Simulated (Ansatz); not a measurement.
**CH2BCl (SMILES B[C]Cl) at UCCSD/STO-3G**

What is the energy change on altering one bond length of CH2BCl at UCCSD/STO-3G? 

Program for the calculation: Ansatz 0.2.0.

85 further runs of the same task are left out: 9 that didn't finish, 76 set aside as unsound or not needed.

### 1 The system as given

CH2BCl has 5 atoms, charge 0, and is taken as a triplet. As SMILES, `B[C]Cl`. The shape is that of a GFN2-xTB optimisation.

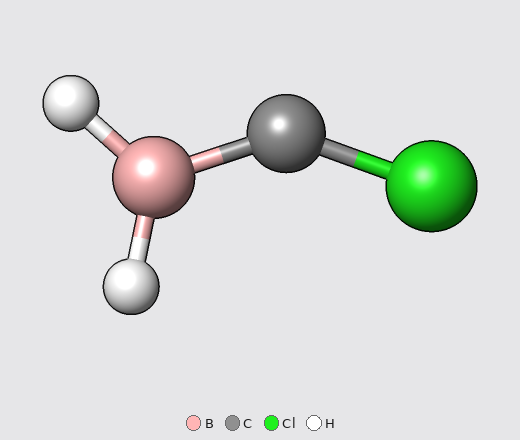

Viewed from a chosen angle; boron pink, carbon grey, chlorine green, hydrogen white.

### 2 The energy at UCCSD/STO-3G

Contents of in.yaml:

```yaml
crystal:
  periodic: [false, false, false]
  atoms:
    - {symbol: B, position_ang: [0.414180, 0.139370, -0.472520]}
    - {symbol: C, position_ang: [-0.487440, 0.280880, 0.684730]}
    - {symbol: Cl, position_ang: [-1.470630, -0.583120, 1.652980]}
    - {symbol: H, position_ang: [0.575730, -0.915570, -0.969770]}
    - {symbol: H, position_ang: [0.968160, 1.078440, -0.895430]}
basis:
  gaussian:
    orbitals: STO-3G
magnetization:
  spin_polarized: true
  initial_magnetization: 2
correlation:
  method: ccsd
  frozen_orbitals: {B: 1, C: 1, Cl: 5, H: 0}
accuracy: high
scf:
  omitted_lower_state_checks: [cluster_reference, increment]
```

Launch:

```bash
$ ansatz run in.yaml --threads 1 --pin off --max-ram 2610MiB --events-out events.jsonl --progress --plain --runs-dir runs
```

Log, cut to the lines that bear on the results:

```text
Warning: RAYON_NUM_THREADS=1 ignored (pool sized by the plan → 1); use --threads N
Functional definition: HF
  name "HF"
[...]
370 factors; integrals over basis functions are off by at most 6.8e-9 eV
[...]
mean field -14079.19836573 eV, -517.4009967171 hartree, gradient 9.6e-9 eV, S^2 2.015272; 0 other end points of the search recorded, 0 dependent functions left out
7 core orbitals not correlated: weight in the atoms' cores, before any rotation towards them, 1.000 or more for the frozen orbitals, at most 0.000 for the correlated occupied ones
reference -14079.19836573 eV, -517.4009967171 hartree; 9, 7 occupied and 5, 7 virtual orbitals, 370 factors
second order -1.75734834 eV of doubles, -0.00000000 eV of singles
cycle   1  -2.16069751 eV  change   -4.0e-1 eV  update   6.3e-2
[...]
cycle  22  -2.45408852 eV  change   -1.1e-9 eV  update   1.5e-9
Total energy: -14081.65245425 eV, -517.4911828067 hartree
Checks for a lower state left out: cluster_reference, increment
```

It took 0.22 s on 1 thread of Arm Neoverse V2, shared host.

### 3 The distorted shape at the same level

Contents of molecule.yaml:

```yaml
crystal:
  periodic: [false, false, false]
  atoms:
    - {symbol: B, position_ang: [0.659972, 0.355365, -0.714577]}
    - {symbol: C, position_ang: [-0.241648, 0.496875, 0.442673]}
    - {symbol: Cl, position_ang: [-1.470630, -0.583120, 1.652980]}
    - {symbol: H, position_ang: [0.821522, -0.699575, -1.211827]}
    - {symbol: H, position_ang: [1.213952, 1.294435, -1.137487]}
basis:
  gaussian:
    orbitals: STO-3G
magnetization:
  spin_polarized: true
  initial_magnetization: 2
correlation:
  method: ccsd
  frozen_orbitals: {B: 1, C: 1, Cl: 5, H: 0}
accuracy: high
scf:
  omitted_lower_state_checks: [cluster_reference, increment]
```

Launch:

```bash
$ ansatz run molecule.yaml --threads 1 --pin off --max-ram 2610MiB --events-out events.jsonl --progress --plain --runs-dir runs
```

Log, cut to the lines that bear on the results:

```text
Warning: RAYON_NUM_THREADS=1 ignored (pool sized by the plan → 1); use --threads N
[... 2 set-up lines as earlier in the session ...]
[...]
363 factors; integrals over basis functions are off by at most 6.8e-9 eV
[...]
mean field -14078.64357242 eV, -517.3806084392 hartree, gradient 2.2e-8 eV, S^2 2.073306; 0 other end points of the search recorded, 0 dependent functions left out
7 core orbitals not correlated: weight in the atoms' cores, before any rotation towards them, 1.000 or more for the frozen orbitals, at most 0.000 for the correlated occupied ones
reference -14078.64357242 eV, -517.3806084392 hartree; 9, 7 occupied and 5, 7 virtual orbitals, 363 factors
second order -1.82533562 eV of doubles, -0.00000000 eV of singles
cycle   1  -2.29304214 eV  change   -4.7e-1 eV  update   7.5e-2
[...]
cycle  28  -2.71254037 eV  change  -6.4e-10 eV  update   1.5e-9
Total energy: -14081.35611280 eV, -517.4802924592 hartree
Checks for a lower state left out: cluster_reference, increment
```

It took 0.24 s on 1 thread of Arm Neoverse V2, shared host.

### 4 Results

At UCCSD/STO-3G, 7 core orbitals frozen:

| quantity | value |
| --- | --- |
| first shape: total energy | -517.49118 Eh |
| first shape: correlation energy (7 core orbitals frozen) | -90.2 mEh |
| first shape: ⟨S²⟩ of the reference determinant | 2.015 |
| first shape: T1 diagnostic | 0.019 |
| distorted shape: total energy | -517.48029 Eh |
| distorted shape: correlation energy (7 core orbitals frozen) | -99.7 mEh |
| distorted shape: ⟨S²⟩ of the reference determinant | 2.073 |
| distorted shape: T1 diagnostic | 0.026 |
| energy change with the C2–Cl3 bond stretched from 1.628 to 2.035 Å | 0.296 eV |

With the C2–Cl3 bond stretched from 1.628 to 2.035 Å the energy rises by 0.30 eV (6.8 kcal/mol). The first shape isn't relaxed at this level, so the change isn't measured from a minimum. The minimal basis adds a large error of its own.
